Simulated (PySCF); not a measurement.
Input file:

```
{"job": {"kind": "uv", "xc": "PBE0", "basis": "def2-SVPD", "nstates": 8, "ntriplets": 3}, "charge": 0, "multiplicity": 1}
O      2.868550     0.148546    -0.894237
Si     2.041371    -0.061992     0.489060
C      0.169736    -0.006938     0.190505
C     -0.423916     1.083642    -0.441478
C     -1.795669     1.101116    -0.630637
N     -2.595669     0.121961    -0.242164
C     -2.043647    -0.919667     0.356687
C     -0.683488    -1.029519     0.595585
H      2.750600    -0.406686    -1.660534
H      2.353278    -1.357501     1.097467
H      2.476398     1.091239     1.263479
H      0.181672     1.910431    -0.782777
H     -2.284753     1.938258    -1.113458
H     -2.730045    -1.701589     0.657550
H     -0.288832    -1.903310     1.093040
```

Command:

```sh
OMP_NUM_THREADS=1 python probes_run.py task.json out
```

Geometry: GFN2-xTB.

The calculation used PBE0/def2-SVPD, SCF density, gas phase (PySCF).

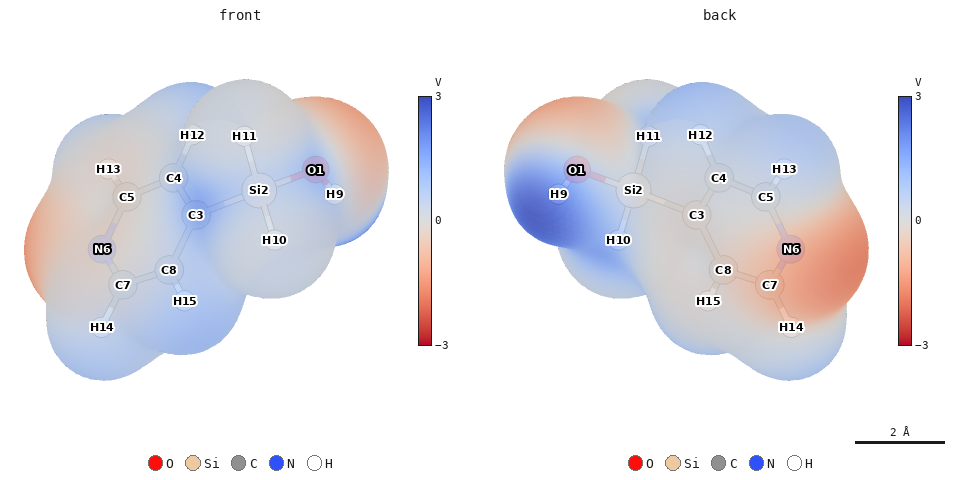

C5H7NOSi (SMILES O[SiH2]c1ccncc1). The electrostatic potential painted on the density surface at 0.002 e/bohr³, seen from the front and from behind; the colour scale runs from red (negative) to blue (positive).

Q: Describe the electrostatic potential map.

A: The most negative region (about −1.7 V) lies over N6, the most positive (about +2.7 V) over H9. N6 is the likeliest acceptor of a hydrogen bond.
